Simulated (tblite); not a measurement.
# Run report: C2H9GeN, nudged elastic band

- system: C2H9GeN (Ge(NMe2)H3), SMILES [H][Ge]([H])([H])[N](C)C
- method: GFN2-xTB nudged elastic band, gas phase (tblite 0.8.0)

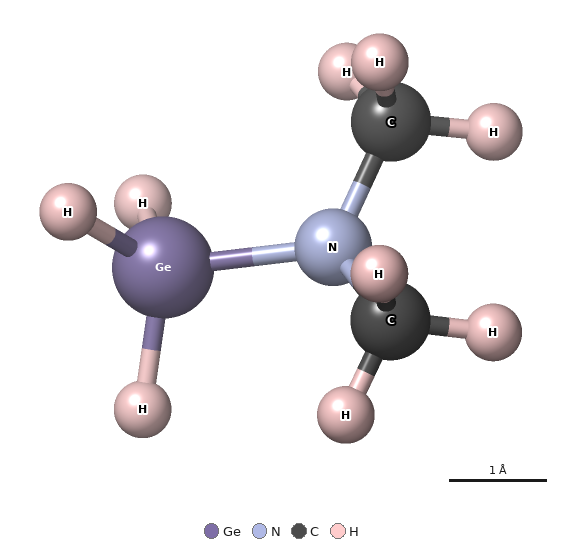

Figure 1. The input geometry (ball-and-stick view, seen at a tilt). Sticks mark near contacts. Bond lengths as drawn: C–H 1.09 to 1.10 Å, C–N 1.45 Å, Ge–H 1.49 to 1.51 Å and Ge–N 1.82 Å.

## Input file
```
{"job": {"images": 5, "spring": 3.0, "start": "scan", "climb": false, "fmax": 0.1, "method": "GFN2-xTB", "steps": 200, "xc": "GFN2-xTB", "basis": "xTB", "kind": "neb"}, "charge": 0, "multiplicity": 1}
Ge    -0.000626     0.113098    -1.695898
N     -0.076708    -0.289402     0.078508
C      1.151672    -0.396837     0.834520
C     -1.161101     0.236182     0.878411
H      1.503725     0.572010     1.212396
H      1.927652    -0.823944     0.199688
H      0.997944    -1.057828     1.692168
H     -2.068087     0.270727     0.275264
H     -1.335787    -0.419813     1.735871
H     -0.956699     1.245170     1.259963
H      1.024082    -0.813382    -2.265321
H      0.376519     1.531007    -2.071076
H     -1.371971    -0.164358    -2.220438
```

The first line tells a small driver script what to run in tblite; the rest is the geometry in Å.

Launched with:
```bash
OMP_NUM_THREADS=1 python <driver script> task.json out
```

## Log
```
image   E - E0 / eV
  0       0.0000
  1       0.0397
  2       0.0904
  3       0.0614
  4      -0.0000
```

## Summary

```json
{"quantity": "outcome", "value": "converged"}
{"quantity": "forward barrier", "value": "0.090 eV"}
{"quantity": "hardware", "value": "1 CPU thread, shared host"}
{"quantity": "peak memory", "value": "0.62 GiB"}
```
